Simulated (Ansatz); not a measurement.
## Neighbourhoods of single atoms in twisted graphene monolayer on bilayer, 87.80° (78 atoms)

The cell holds 78 atoms: 78 C. Cell: a = 8.870 Å, b = 8.870 Å, c = 20.690 Å, α = 90.0°, β = 90.0°, γ = 120.0°. It derives from C (graphene). The starting structure: Graphene (a = 2.46 Å) under graphene (a = 2.46 Å), monolayer on bilayer, commensurate cell of 13 unit cells a layer, twist 87.80 deg; facing planes 3.32, 3.37 Å apart as built; 14 Å of vacuum; minimised with a classical potential. Regions: layer 1, 26 atoms (26 C); layer 2, 26 atoms (26 C); layer 3, 26 atoms (26 C). Vacuum lies along c.

Method: Kohn-Sham DFT, LDA, PAW (set soft_2), plane waves (Ansatz 0.2.0; cutoff 420 eV, k-mesh 3×3×1, fermi-dirac smearing of 0.05 eV), at the relaxed geometry.

The whole cell was solved; only parts of it are printed.

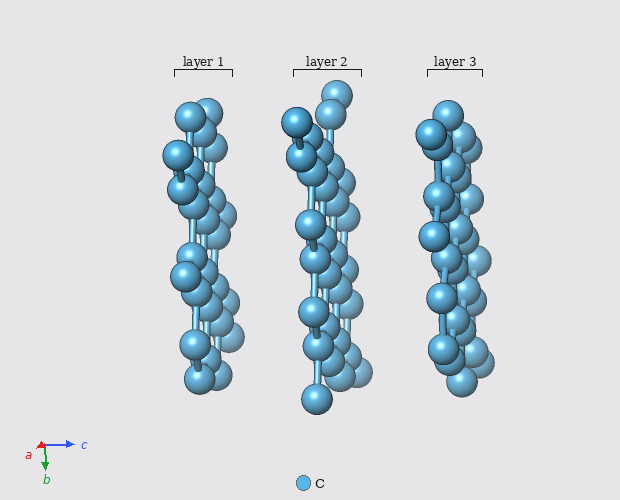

The whole cell (carbon blue). Bonds to atoms that aren't drawn are left out. Some periodic images of atoms are drawn too.

Local excerpt of 47 atoms (numbers count through the whole input) about C41, picked at random; x, y, z are measured from there.

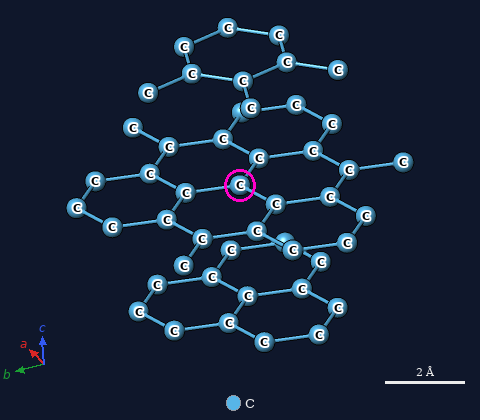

The atoms of the table, within 4.4 Å (arrows a, b, c point along x, y, z); some may hide others; the central atom is ringed.

```tsv
atom	x	y	z	distance (Å)	bonds	Löwdin charge (e)
C41	0.00	0.00	0.00	0.00	3	0.03
C42	1.02	-0.98	0.00	1.42	3	0.03
C44	0.34	1.38	0.00	1.42	3	0.03
C36	-1.36	-0.39	0.00	1.42	3	0.03
C33	-1.71	-1.77	0.00	2.46	3	0.03
C39	0.68	-2.36	0.00	2.46	3	0.03
C47	2.39	-0.59	0.00	2.46	3	0.03
C49	1.71	1.77	0.00	2.46	3	0.03
C43	-0.68	2.36	0.00	2.46	3	0.03
C35	-2.39	0.59	0.00	2.46	3	0.03
C34	-0.68	-2.76	0.00	2.84	3	0.03
C50	2.73	0.79	0.00	2.84	3	0.03
C38	-2.05	1.97	0.00	2.84	3	0.03
C18	0.00	0.00	-3.28	3.28	3	0.04
C69	-0.68	0.00	3.41	3.48	3	0.04
C72	0.34	0.98	3.41	3.56	3	0.04
C15	-0.34	-1.38	-3.28	3.58	3	0.04
C23	1.36	0.39	-3.28	3.58	3	0.04
C17	-1.02	0.98	-3.28	3.58	3	0.04
C70	-0.34	-1.38	3.41	3.69	3	0.04
C48	3.41	-1.58	0.00	3.76	3	0.03
C40	1.71	-3.35	0.00	3.76	3	0.03
C28	-3.07	-2.17	0.00	3.76	3	0.03
C30	-3.75	0.20	0.00	3.76	3	0.03
C52	2.05	3.15	0.00	3.76	3	0.03
C46	-0.34	3.74	0.00	3.76	3	0.03
C75	1.71	0.59	3.41	3.86	3	0.04
C73	1.02	-1.77	3.41	3.98	3	0.04
C64	-2.05	0.39	3.41	4.00	3	0.04
C76	2.05	-0.79	3.41	4.05	3	0.04
C16	0.68	-2.36	-3.28	4.10	3	0.04
C24	2.39	-0.59	-3.28	4.10	3	0.04
C10	-1.71	-1.77	-3.28	4.10	3	0.04
C26	1.71	1.77	-3.28	4.10	3	0.04
C12	-2.39	0.59	-3.28	4.10	3	0.04
C20	-0.68	2.36	-3.28	4.10	3	0.04
C71	0.00	2.36	3.41	4.15	3	0.04
C45	3.07	-2.95	0.00	4.26	3	0.03
C29	4.09	1.18	0.00	4.26	3	0.03
C31	-1.02	-4.14	0.00	4.26	3	0.03
C27	-4.09	-1.18	0.00	4.26	3	0.03
C37	-3.07	2.95	0.00	4.26	3	0.03
C51	1.02	4.14	0.00	4.26	3	0.03
C21	2.05	-1.97	-3.28	4.34	3	0.04
C9	-2.73	-0.79	-3.28	4.34	3	0.04
C25	0.68	2.76	-3.28	4.34	3	0.04
C67	-1.36	-2.36	3.41	4.37	3	0.04
```

The column of bonds counts only the pairs C-C within 1.82 Å; other neighbours, such as metal atoms beside each other in a compound, aren't counted, and periodic images can show an atom twice.

Length of the force by element:

```tsv
element	coordination	atoms	mean length of the force (eV/Å)	spread	least	most
C	all	78	0.0069	0.0047	3.0e-4	0.0154
```

The mean of these charges, 0.035 e, is only the charge that the projection spills.

Löwdin charges by element (they lack the spilled electrons, 0.035 e an atom on average):

```tsv
element	coordination	atoms	mean charge (e)	spread	least	most
C	all	78	0.0354	0.0031	0.0293	0.0389
```

The functional has no dispersion term, which matters for the binding between molecules or layers, where LDA binds through overlap of densities alone. The Löwdin charges lack the electrons that the projection spills, 0.035 e an atom on average.

[Logs are printed without paths, hosts, clocks, repeated set-up lines and the standing remarks that a program may print on its own settings, such as how far it seeks lower states.]

[Hosts, paths, dates, database ids (printed as entryN), source tags and the programs' standing remarks are cut or masked in the printed files.]
